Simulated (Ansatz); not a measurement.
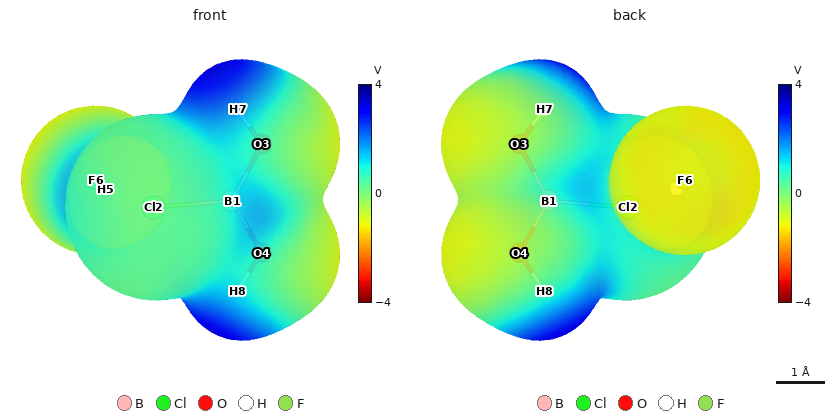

BClH$_{2}$O$_{2}$···HF. The electrostatic potential painted on the density surface at 0.002 e/bohr³, seen from the front and from behind; the colour scale runs from red (negative) to blue (positive).

The reactant side of a reaction path; geometry: PBE0-D4/def2-TZVP.

Theory: RKS PBE0-D4/def2-TZVPP in Ansatz.

Input

```
crystal:
  periodic: [false, false, false]
  atoms:
    - {symbol: B, position_ang: [-0.402947, -0.237908, -0.687873]}
    - {symbol: Cl, position_ang: [1.221874, -0.826909, -0.151844]}
    - {symbol: O, position_ang: [-0.496468, 0.835226, -1.489020]}
    - {symbol: O, position_ang: [-1.512941, -0.883917, -0.296947]}
    - {symbol: H, position_ang: [1.213585, 0.454529, 1.693100]}
    - {symbol: F, position_ang: [0.988100, 1.053063, 2.365388]}
    - {symbol: H, position_ang: [0.343821, 1.239702, -1.712526]}
    - {symbol: H, position_ang: [-1.355025, -1.633685, 0.279722]}
basis:
  gaussian: {orbitals: def2-TZVPP}
hamiltonian: {xc: pbe0, dispersion: d4}
output: {orbitals: {seedname: orbitals}}
```

Run with:

```sh
ansatz run in.yaml --threads 4 --pin off --events-out ev --progress --plain --max-ram 9574MiB
```

### Describe the electrostatic potential map.

The most negative region (about −1.3 V) lies over F6, the most positive (about +3.2 V) over H7 and H8.
